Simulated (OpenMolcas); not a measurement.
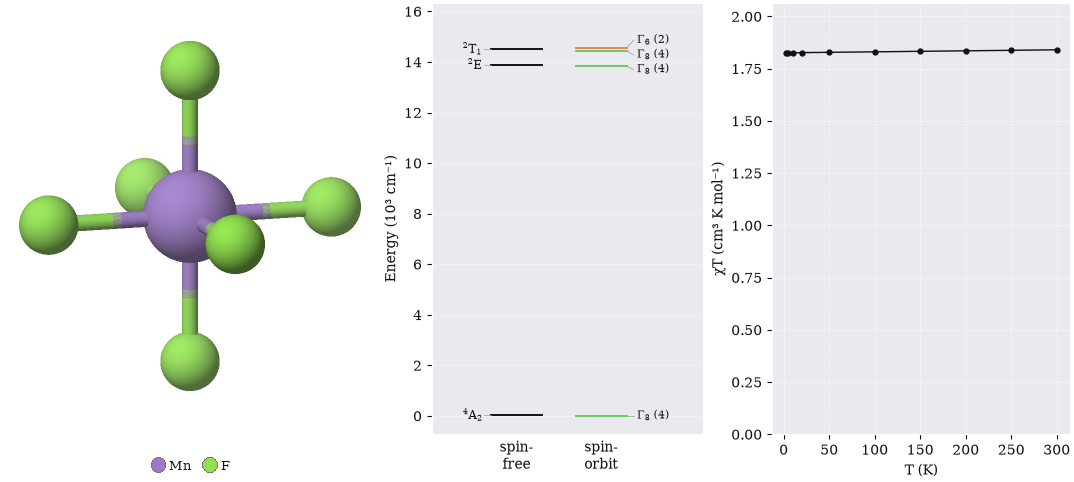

Mn⁴⁺ (3d³) as a dopant in Cs₂GeF₆, a cluster with its 6 nearest F⁻ at 1.840 Å (octahedron) embedded in model potentials and point charges; the geometry was set, not optimised, and its levels and susceptibility. Labels give the representation in O, Td, D4 or D3 as the site allows (double group for half-integer spin) where it could be assigned and, in brackets, the degeneracy; spin-free states, where drawn, share the zero of the spin-orbit levels. Level of the calculation: state-averaged SS-CASPT2, IPEA shift 0.25, imaginary shift 0.1 hartree, closed shells 3s 3p correlated, active space 3 electrons in the shell 3d, basis ANO-RCC-VTZP on the metal and ANO-RCC-VDZP on the ligands, DKH2 scalar Hamiltonian, spin-orbit coupling by RASSI with atomic mean-field integrals (OpenMolcas). Powder susceptibility by Van Vleck's formula.

Question: Describe the ground state and the low levels.

Answer: The ground level is Γ₈, 4-fold degenerate, 100 % from states of spin multiplicity 4. The next level lies at 13,800 cm⁻¹ (Γ₈). The lowest spin-free state is ⁴A₂. χT is 1.83 cm³ K mol⁻¹ at 2 K and 1.84 at 300 K, an effective moment of 3.84 μB.

Limits of the model: covalent bonds, ligand orbitals missing from the active space; the geometry is set by hand, with no relaxation and no charge compensation.
